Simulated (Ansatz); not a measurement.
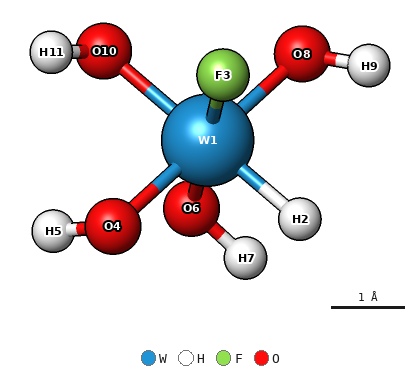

Fig. 1: The input geometry (ball-and-stick view, seen at a tilt; atoms are numbered from 1 in the order of the input). Sticks mark near contacts.

# Geometry relaxation of WH₅O₄F (part 1 of 2)

- system: WH₅O₄F
- method: RKS PBE/def2-SVP (Ansatz 0.2.0)

It belongs to a series of runs on one base structure; here: start relaxed. Figures and captions count atoms from 1; the log counts them from 0 in places.

### The input
```yaml
crystal:
  periodic: [false, false, false]
  atoms:
    - { symbol: W, position_ang: [0.0, 0.0, 0.0] }
    - { symbol: H, position_ang: [0.0, 0.0, 1.72] }
    - { symbol: F, position_ang: [1.85, 0.0, 0.0] }
    - { symbol: O, position_ang: [0.0, 1.94, 0.0] }
    - { symbol: H, position_ang: [-0.6343, 2.2771, -0.71] }
    - { symbol: O, position_ang: [-1.94, 0.0, 0.0] }
    - { symbol: H, position_ang: [-2.2771, -0.1263, 0.9437] }
    - { symbol: O, position_ang: [0.0, -1.94, 0.0] }
    - { symbol: H, position_ang: [0.3816, -2.2771, 0.8723] }
    - { symbol: O, position_ang: [0.0, 0.0, -1.94] }
    - { symbol: H, position_ang: [0.5278, 0.7924, -2.2771] }
basis:
  gaussian: { orbitals: def2-SVP }
hamiltonian:
  xc: pbe
relax:
  f_tol: 0.02
  max_steps: 40
```

Run on 4 threads of Arm Neoverse V1, 24 GiB of memory available, shared host.

Launched with:
```bash
ansatz run input.yaml --threads 4 --pin off --max-ram 5120MiB --backend cpu --events-out ev --progress --plain --runs-dir out
```

### Output
```
The last accepted step is kept in [file] (removed where the run ends without a failure and the disk answers)
Engine: ansatz 0.2.0, aarch64-unknown-linux-gnu
Functional definition: PBE
  parameter kappa = 0.804
  parameter beta = 0.06672455060314922
  exchange = pbe_x(kappa = kappa, mu = beta*pi^2/3)
  correlation = pbe_c(beta = beta)
1317 factors; their error is unknown
mean field evaluation 1: about -12772.7025 eV, gradient 1.2e2 eV
mean field evaluation 2: about -12467.2202 eV, gradient 3.6e2 eV
mean field evaluation 4: about -12791.8221 eV, gradient 5.4e1 eV
mean field evaluation 8: about -12797.0731 eV, gradient 2.7e0 eV
mean field evaluation 16: about -12797.0319 eV, gradient 1.4e-2 eV
mean field -12797.03186346 eV, -470.2822468426 hartree, gradient 6.8e-5 eV, S^2 0.000000; 0 other end points of the search recorded, 0 dependent functions left out
the calculation of the forces begins
reference -12797.03193770 eV, -470.2822495706 hartree; 30, 30 occupied and 97, 97 virtual orbitals, 1317 factors
relax step   1: F+E_penalty+E_count = -12797.03186346 eV  Δ(F+E_penalty+E_count) = +0.000e0 eV  max|allowed force component| = 2.878e0 eV/Å  Δτ_max = 0.0000 Å  (33 SCF iters, accepted)
these checks for a lower state are left out or cut short: starts, cluster_reference, orbital_swaps, neighbouring_geometries, increment
1317 factors; their error is unknown
mean field -12797.65922873 eV, -470.3053020908 hartree, gradient 1.4e-5 eV, S^2 0.000000; 0 other end points of the search recorded, 0 dependent functions left out
[... from here on the field's lines of each further geometry are left out, up to the last ...]
relax step   2: F+E_penalty+E_count = -12797.65922873 eV  Δ(F+E_penalty+E_count) = -6.274e-1 eV  max|allowed force component| = 1.511e0 eV/Å  Δτ_max = 0.1947 Å  (47 SCF iters, accepted)
relax step   3: F+E_penalty+E_count = -12797.89814473 eV  Δ(F+E_penalty+E_count) = -2.389e-1 eV  max|allowed force component| = 2.051e0 eV/Å  Δτ_max = 0.1925 Å  (38 SCF iters, accepted)
relax step   4: F+E_penalty+E_count = -12798.00503706 eV  Δ(F+E_penalty+E_count) = -1.069e-1 eV  max|allowed force component| = 1.908e0 eV/Å  Δτ_max = 0.1513 Å  (40 SCF iters, accepted)
relax step   5: F+E_penalty+E_count = -12798.15931743 eV  Δ(F+E_penalty+E_count) = -1.543e-1 eV  max|allowed force component| = 4.186e-1 eV/Å  Δτ_max = 0.2000 Å  (38 SCF iters, accepted)
relax step   6: F+E_penalty+E_count = -12798.24461151 eV  Δ(F+E_penalty+E_count) = -8.529e-2 eV  max|allowed force component| = 5.219e-1 eV/Å  Δτ_max = 0.2000 Å  (38 SCF iters, accepted)
relax step   7: F+E_penalty+E_count = -12798.26869711 eV  Δ(F+E_penalty+E_count) = -2.409e-2 eV  max|allowed force component| = 1.555e0 eV/Å  Δτ_max = 0.1955 Å  (38 SCF iters, accepted)
relax step   8: F+E_penalty+E_count = -12798.39187128 eV  Δ(F+E_penalty+E_count) = -1.232e-1 eV  max|allowed force component| = 1.216e0 eV/Å  Δτ_max = 0.1930 Å  (39 SCF iters, accepted)
relax step   9: F+E_penalty+E_count = -12798.50505156 eV  Δ(F+E_penalty+E_count) = -1.132e-1 eV  max|allowed force component| = 1.144e0 eV/Å  Δτ_max = 0.1944 Å  (39 SCF iters, accepted)
relax step  10: F+E_penalty+E_count = -12798.56954406 eV  Δ(F+E_penalty+E_count) = -6.449e-2 eV  max|allowed force component| = 1.089e0 eV/Å  Δτ_max = 0.1945 Å  (39 SCF iters, accepted)
relax step  11: F+E_penalty+E_count = -12798.55964863 eV  Δ(F+E_penalty+E_count) = +9.895e-3 eV  max|allowed force component| = 2.011e0 eV/Å  Δτ_max = 0.0950 Å  (39 SCF iters, rejected (line search))
relax step  12: F+E_penalty+E_count = -12798.62146992 eV  Δ(F+E_penalty+E_count) = -5.193e-2 eV  max|allowed force component| = 2.573e-1 eV/Å  Δτ_max = 0.0462 Å  (33 SCF iters, accepted)
relax step  13: F+E_penalty+E_count = -12798.65188753 eV  Δ(F+E_penalty+E_count) = -3.042e-2 eV  max|allowed force component| = 1.430e-1 eV/Å  Δτ_max = 0.0999 Å  (33 SCF iters, accepted)
relax step  14: F+E_penalty+E_count = -12798.67504003 eV  Δ(F+E_penalty+E_count) = -2.315e-2 eV  max|allowed force component| = 7.138e-1 eV/Å  Δτ_max = 0.1454 Å  (39 SCF iters, accepted)
relax step  15: F+E_penalty+E_count = -12798.68872196 eV  Δ(F+E_penalty+E_count) = -1.368e-2 eV  max|allowed force component| = 3.437e-1 eV/Å  Δτ_max = 0.0296 Å  (34 SCF iters, accepted)
relax step  16: F+E_penalty+E_count = -12798.69065388 eV  Δ(F+E_penalty+E_count) = -1.932e-3 eV  max|allowed force component| = 4.450e-1 eV/Å  Δτ_max = 0.1501 Å  (39 SCF iters, accepted)
relax step  17: F+E_penalty+E_count = -12798.70028575 eV  Δ(F+E_penalty+E_count) = -9.632e-3 eV  max|allowed force component| = 1.434e-1 eV/Å  Δτ_max = 0.0497 Å  (34 SCF iters, accepted)
relax step  18: F+E_penalty+E_count = -12798.70268581 eV  Δ(F+E_penalty+E_count) = -2.400e-3 eV  max|allowed force component| = 5.731e-2 eV/Å  Δτ_max = 0.0237 Å  (34 SCF iters, accepted)
relax step  19: F+E_penalty+E_count = -12798.70362108 eV  Δ(F+E_penalty+E_count) = -9.353e-4 eV  max|allowed force component| = 3.515e-2 eV/Å  Δτ_max = 0.0202 Å  (34 SCF iters, accepted)
relax step  20: F+E_penalty+E_count = -12798.70373890 eV  Δ(F+E_penalty+E_count) = -1.178e-4 eV  max|allowed force component| = 1.578e-1 eV/Å  Δτ_max = 0.0379 Å  (33 SCF iters, accepted)
relax step  21: F+E_penalty+E_count = -12798.70478754 eV  Δ(F+E_penalty+E_count) = -1.049e-3 eV  max|allowed force component| = 3.838e-2 eV/Å  Δτ_max = 0.0193 Å  (33 SCF iters, accepted)
relax step  22: F+E_penalty+E_count = -12798.70497140 eV  Δ(F+E_penalty+E_count) = -1.839e-4 eV  max|allowed force component| = 6.180e-2 eV/Å  Δτ_max = 0.0166 Å  (33 SCF iters, accepted)
relax step  23: F+E_penalty+E_count = -12798.70542961 eV  Δ(F+E_penalty+E_count) = -4.582e-4 eV  max|allowed force component| = 2.568e-2 eV/Å  Δτ_max = 0.0208 Å  (34 SCF iters, accepted)
relax step  24: F+E_penalty+E_count = -12798.70571434 eV  Δ(F+E_penalty+E_count) = -2.847e-4 eV  max|allowed force component| = 2.469e-2 eV/Å  Δτ_max = 0.0171 Å  (34 SCF iters, accepted)
relax step  25: F+E_penalty+E_count = -12798.70585372 eV  Δ(F+E_penalty+E_count) = -1.394e-4 eV  max|allowed force component| = 2.795e-2 eV/Å  Δτ_max = 0.0192 Å  (33 SCF iters, accepted)
relax step  26: F+E_penalty+E_count = -12798.70596057 eV  Δ(F+E_penalty+E_count) = -1.068e-4 eV  max|allowed force component| = 2.536e-2 eV/Å  Δτ_max = 0.0156 Å  (33 SCF iters, accepted)
relax step  27: F+E_penalty+E_count = -12798.70594591 eV  Δ(F+E_penalty+E_count) = +1.466e-5 eV  max|allowed force component| = 2.796e-2 eV/Å  Δτ_max = 0.0072 Å  (34 SCF iters, rejected (line search))
the calculation of the forces begins
reference -12798.70608958 eV, -470.3437735175 hartree; 30, 30 occupied and 97, 97 virtual orbitals, 1317 factors
relax step  28: F+E_penalty+E_count = -12798.70601731 eV  Δ(F+E_penalty+E_count) = -5.673e-5 eV  max|allowed force component| = 1.392e-2 eV/Å  Δτ_max = 0.0035 Å  (35 SCF iters, accepted)
```

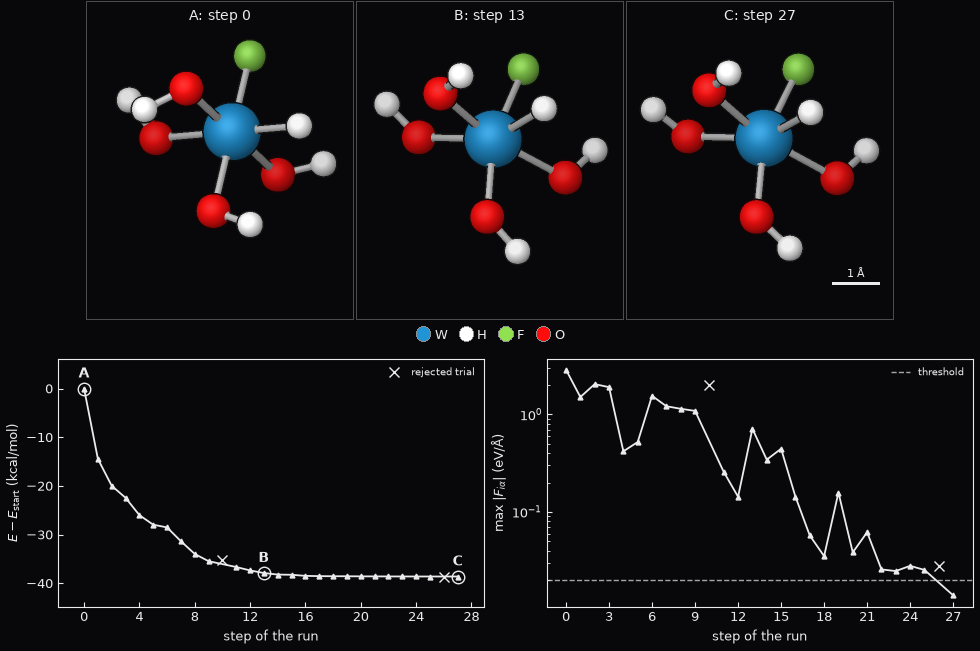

Fig. 2: Frames of the relaxation (ball-and-stick view, seen at a tilt) above the curves, on which the letters mark them (the first geometry is step 0 here and step 1 in the log).

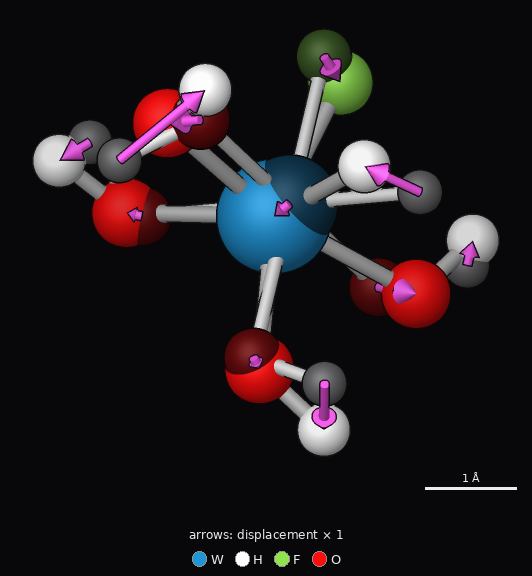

Fig. 3: Start (faint) and end (solid) with the displacements as pink arrows, at true length (ball-and-stick view, seen at a tilt). The two geometries are laid on each other by the best rigid fit. The atom that moves furthest after the best rigid fit is H5 (1.28 Å). Largest moves by element: H 1.28 Å, O 0.70 Å, F 0.40 Å, W 0.24 Å. Among the contacts that change: W1–O6 1.940 → 1.884 Å, W1–F3 1.850 → 1.900 Å, O4–H5 1.010 → 0.974 Å, W1–O10 1.940 → 1.907 Å. Among the angles that change: O8–W1–O10 90.0° → 119.6°, H2–W1–O10 180.0° → 151.3°, F3–W1–O6 180.0° → 161.1°. Over 27 geometry steps the energy falls by 38.6 kcal/mol. The largest force component goes from 2.9 to 0.014 eV/Å. The line search rejected the trial steps at points 10, 26 (counted from 0) and went back. (Atoms are counted from 1 in the order of the input.)

```
1317 factors; their error is unknown
mean field -12798.70601731 eV, -470.3437708615 hartree, gradient 1.3e-5 eV, S^2 0.000000; 1 other end points of the search recorded, 0 dependent functions left out
the calculation of the forces begins
reference -12798.70608958 eV, -470.3437735175 hartree; 30, 30 occupied and 97, 97 virtual orbitals, 1317 factors
Total energy: -12798.70608958 eV, -470.3437735175 hartree
Atom 0 at    -0.125878    -0.035131    -0.192806 Å, force    -0.009668     0.002509     0.013924 eV/Å
Atom 1 at    -0.058985     0.664529     1.390373 Å, force     0.005722    -0.008212     0.002077 eV/Å
Atom 2 at     1.720416    -0.381312     0.089493 Å, force    -0.001416     0.002408     0.002104 eV/Å
Atom 3 at     0.029411     1.903150    -0.460405 Å, force     0.001983    -0.000051    -0.008538 eV/Å
Atom 4 at     0.060673     2.441298     0.350740 Å, force    -0.000782    -0.001070    -0.002261 eV/Å
Atom 5 at    -2.001510    -0.156505    -0.065776 Å, force    -0.000321    -0.010635     0.004385 eV/Å
Atom 6 at    -2.446270    -0.859170     0.446826 Å, force     0.002211     0.009192    -0.006694 eV/Å
Atom 7 at    -0.252093    -1.782269     0.647179 Å, force     0.009330    -0.002492     0.003021 eV/Å
Atom 8 at     0.583069    -2.153575     0.992852 Å, force    -0.008006     0.002856    -0.003162 eV/Å
Atom 9 at     0.078184     0.086556    -2.084930 Å, force    -0.001603    -0.001906     0.000963 eV/Å
Atom 10 at     0.320983     0.938529    -2.504646 Å, force     0.002551     0.007400    -0.005818 eV/Å
Dipole moment:    -0.145207     0.014561     0.173112 e Å
```

### Trajectory as extended XYZ (Å, eV, eV/Å), 28 frames, from step=1 to step=28
```
11
Properties=species:S:1:pos:R:3:forces:R:3 step=1 energy=-12797.03186
W     0.0000    0.0000    0.0000   -2.5421  -1.2089  -2.8783
H     0.0000    0.0000    1.7200    0.1236   0.1365   1.1921
F     1.8500    0.0000    0.0000    1.3510   0.1643   0.7714
O     0.0000    1.9400    0.0000   -0.5118   0.0898  -1.1108
H    -0.6343    2.2771   -0.7100    0.6348  -0.1095   1.3423
O    -1.9400    0.0000    0.0000    0.4794  -0.0168   1.8429
H    -2.2771   -0.1263    0.9437    0.0597   0.0606  -1.2540
O     0.0000   -1.9400    0.0000    0.5676   0.3935   2.0046
H     0.3816   -2.2771    0.8723   -0.3651  -0.0009  -1.2035
O     0.0000    0.0000   -1.9400    0.8893   1.6966  -0.5937
H     0.5278    0.7924   -2.2771   -0.6862  -1.2052  -0.1129
11
Properties=species:S:1:pos:R:3:forces:R:3 step=2 energy=-12797.65923
W    -0.0348   -0.0343   -0.1040   -0.8766  -0.6474  -0.5167
H     0.0189    0.0389    1.7509   -0.0555   0.1256  -0.7245
F     1.8517   -0.0126    0.1107   -0.3454  -0.0596   0.1293
O     0.0708    1.9035   -0.0604   -1.4458   0.6253  -0.9283
H    -0.7203    2.3451   -0.5491    1.5112  -0.7572   1.2078
O    -1.9501    0.0263    0.0271    0.6830  -0.0918   0.9345
H    -2.3089   -0.1562    0.9337   -0.0356   0.0740  -0.6116
O    -0.0343   -1.9543    0.0885    0.5770   0.5740   1.1377
H     0.4371   -2.3100    0.8896   -0.3332  -0.0514  -0.7120
O     0.0051    0.0506   -2.0501    0.7299   0.6651   0.2558
H     0.5728    0.7692   -2.4282   -0.4091  -0.4567  -0.1719
11
Properties=species:S:1:pos:R:3:forces:R:3 step=3 energy=-12797.89814
W    -0.0644   -0.0618   -0.1706   -0.2256  -0.1974   0.3702
H    -0.0292    0.1409    1.6338    0.0060  -0.0954  -0.4811
F     1.8129   -0.0618    0.1342   -0.3089  -0.0964  -0.1039
O     0.1110    1.8668   -0.0677   -2.0014   1.2259  -0.8435
H    -0.7509    2.3748   -0.3613    2.0511  -1.1941   0.8238
O    -1.9441    0.0412    0.0557    0.1733  -0.2302   0.4195
H    -2.3313   -0.1813    0.9342   -0.0082   0.1222  -0.4057
O    -0.0444   -1.9462    0.1751    0.5253   0.2417   0.7717
H     0.4949   -2.3300    0.9134   -0.3999   0.0607  -0.5934
O     0.0696    0.0504   -2.1036    0.4552   0.4807   0.1324
H     0.5840    0.7731   -2.5344   -0.2669  -0.3177  -0.0899
11
Properties=species:S:1:pos:R:3:forces:R:3 step=4 energy=-12798.00504
W    -0.0710   -0.0556   -0.1746   -0.2190  -0.2652  -0.2916
H    -0.0239    0.1277    1.5844    0.0073   0.0975  -0.0025
F     1.7984   -0.0791    0.1070    0.0462   0.0065  -0.0143
O     0.1229    1.8740   -0.1059   -1.9081   1.0102  -0.2497
H    -0.7703    2.3755   -0.2113    1.8722  -0.9858   0.3458
O    -1.9483    0.0340    0.0333    0.0323  -0.0938   0.4834
H    -2.3653   -0.1619    0.9034   -0.0052   0.0738  -0.3903
O    -0.0396   -1.9213    0.2264    0.3534   0.0477   0.5382
H     0.5188   -2.3181    0.9374   -0.3328   0.0652  -0.4628
O     0.0941    0.0428   -2.1068    0.4370   0.3931   0.0133
H     0.5921    0.7482   -2.5844   -0.2834  -0.3491   0.0307
11
Properties=species:S:1:pos:R:3:forces:R:3 step=5 energy=-12798.15932
W    -0.0723   -0.0466   -0.1955    0.0042  -0.0496   0.4186
H    -0.0134    0.1805    1.5625    0.0247   0.0103  -0.1438
F     1.8009   -0.0455    0.0814    0.0180  -0.0570  -0.0335
O     0.0940    1.8767   -0.1285   -0.1670  -0.0002  -0.3348
H    -0.7120    2.4127   -0.0236    0.0132   0.0359   0.2153
O    -1.9486    0.0341    0.0438    0.1133  -0.1188   0.1137
H    -2.4443   -0.2091    0.8521    0.0462   0.0661  -0.2066
O    -0.0231   -1.8886    0.2690   -0.0983   0.1392  -0.1022
H     0.5023   -2.3487    0.9457    0.0142  -0.0684   0.0249
O     0.1578    0.0088   -2.1155    0.0149   0.1268   0.0888
H     0.5669    0.6918   -2.6825    0.0165  -0.0841  -0.0405
11
Properties=species:S:1:pos:R:3:forces:R:3 step=6 energy=-12798.24461
W    -0.0661   -0.0282   -0.1978    0.0854   0.0534  -0.0373
H     0.0156    0.2088    1.5516   -0.0044   0.0656  -0.0623
F     1.8090   -0.0038    0.0619    0.1344  -0.0965  -0.0107
O     0.0402    1.8924   -0.1772   -0.5219   0.2000  -0.1608
H    -0.6915    2.4412    0.1733    0.3495  -0.1488   0.1082
O    -1.9387    0.0241    0.0320   -0.0812  -0.0558   0.1793
H    -2.4697   -0.2245    0.8131    0.0243   0.0112  -0.1609
O    -0.0158   -1.8623    0.2591   -0.0849  -0.0561   0.0338
H     0.4638   -2.3528    0.9476    0.0207  -0.0487   0.0271
O     0.1689   -0.0254   -2.1149    0.0778   0.1788   0.0579
H     0.5921    0.5965   -2.7398    0.0001  -0.1032   0.0257
11
Properties=species:S:1:pos:R:3:forces:R:3 step=7 energy=-12798.26870
W    -0.0630   -0.0171   -0.2072   -0.0642  -0.0320  -0.4154
H     0.0269    0.2488    1.5374    0.0342   0.1962  -0.0874
F     1.8175    0.0100    0.0374    0.1350  -0.0901   0.0525
O    -0.0373    1.9030   -0.2666   -1.5555   1.2618   1.3859
H    -0.6361    2.4597    0.3599    1.5196  -1.2132  -1.2698
O    -1.9355    0.0127    0.0323   -0.1380  -0.0777   0.1849
H    -2.4966   -0.2515    0.7847    0.0346  -0.0517  -0.1407
O    -0.0142   -1.8445    0.2670   -0.0380  -0.1133   0.1973
H     0.4396   -2.3574    0.9583    0.0054   0.0059  -0.0298
O     0.1856   -0.0371   -2.1165    0.0945   0.2424   0.0040
H     0.6210    0.5395   -2.7777   -0.0277  -0.1284   0.1184
11
Properties=species:S:1:pos:R:3:forces:R:3 step=8 energy=-12798.39187
W    -0.0898   -0.0102   -0.2296   -0.1390   0.0558  -0.2686
H     0.0254    0.3330    1.4976   -0.0118   0.0678  -0.1145
F     1.7921    0.0106    0.0161    0.2125  -0.1203   0.0199
O    -0.0893    1.9120   -0.2788   -0.8638   0.8236   1.1742
H    -0.4896    2.4439    0.4845    0.8607  -0.8664  -1.2157
O    -1.9633   -0.0194    0.0157   -0.1338  -0.0931   0.1973
H    -2.5195   -0.3378    0.7516    0.0602  -0.0449  -0.1816
O    -0.0289   -1.8277    0.2934   -0.0391  -0.0630   0.2237
H     0.4471   -2.3186    0.9863    0.0232   0.0409  -0.0501
O     0.1712   -0.0323   -2.1357    0.0729   0.3124   0.0776
H     0.6526    0.5126   -2.7923   -0.0420  -0.1128   0.1378
```
